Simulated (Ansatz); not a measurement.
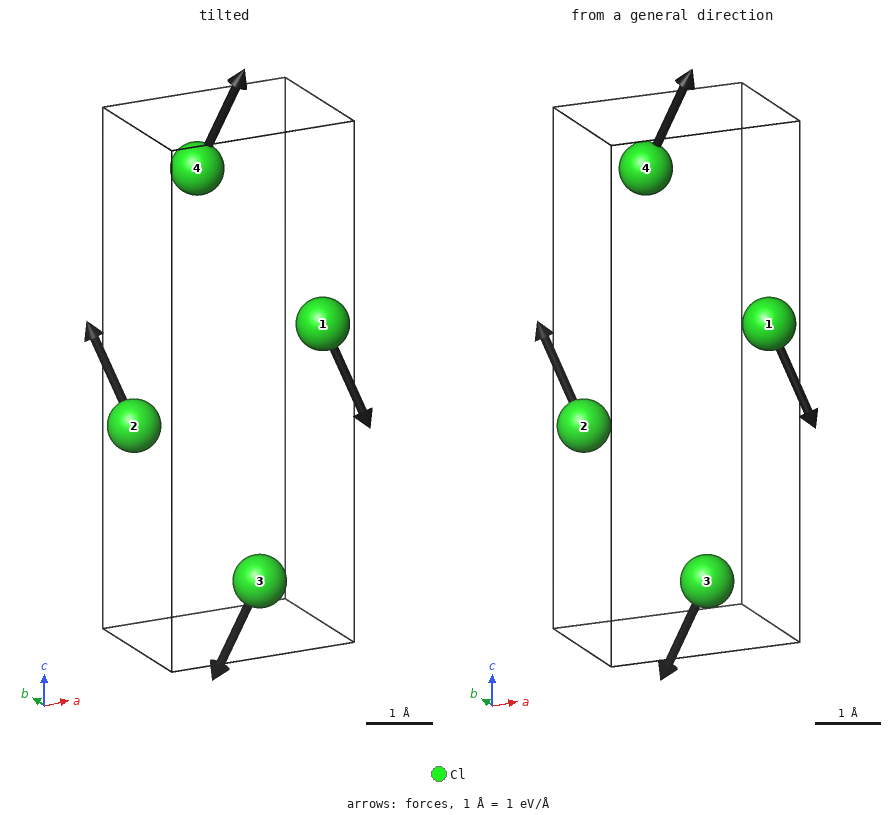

A spheres-only rendering, viewed slightly off an axis and from a general direction. One simulation cell is framed, with atoms on its boundary repeated. The arrows are the computed forces on the atoms.

System: Cl. Level of theory: Ansatz, Hartree-Fock, plane waves, PAW. Settings were plane waves up to 420 eV, a 6×6×2 k-point mesh, no spin polarisation.

**Is the structure at a minimum of the energy?**

No. The atoms still feel forces of up to about 1.4 eV/Å, far above a usual threshold of 0.01 to 0.03 eV/Å.

**Which atom is pushed hardest?**

All Cl atoms, about 1.4 eV/Å.

Its origin is a structure listed in the Materials Project. Earlier steps of the study may have refined or changed the cell and positions. It was run through Ansatz as a DFT input.
